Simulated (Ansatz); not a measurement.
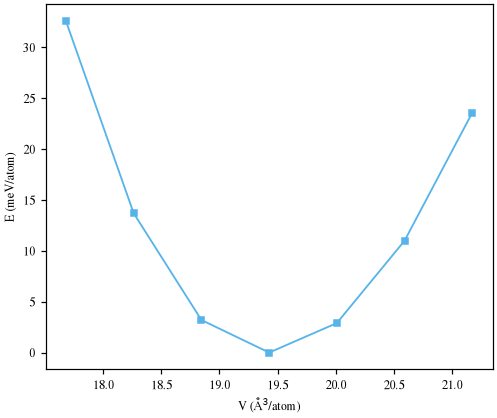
Figure. SrZnAsF in space group P4/nmm (No. 129; Sr on 2c, Zn on 2b, As on 2c, F on 2a) under volume change, HSE06 (plane waves, PAW; program Ansatz), shape and atoms relaxed at each volume.

What does a third-order Birch–Murnaghan fit give for V₀, B₀ and B′?

V₀ = 19.43 Å³/atom, B₀ = 56.1 GPa, B′ = 4.3.

The workflow started from a Materials Project entry (that database holds measured and hypothetical structures alike); the Crystallography Open Database copy checked does not list it. Whether it is the stable phase at ambient conditions was not checked. The HSE06 relaxation kept the symmetry of its start; its stability against distortions is not shown here.

Potentials: the later of the program's two PAW sets.
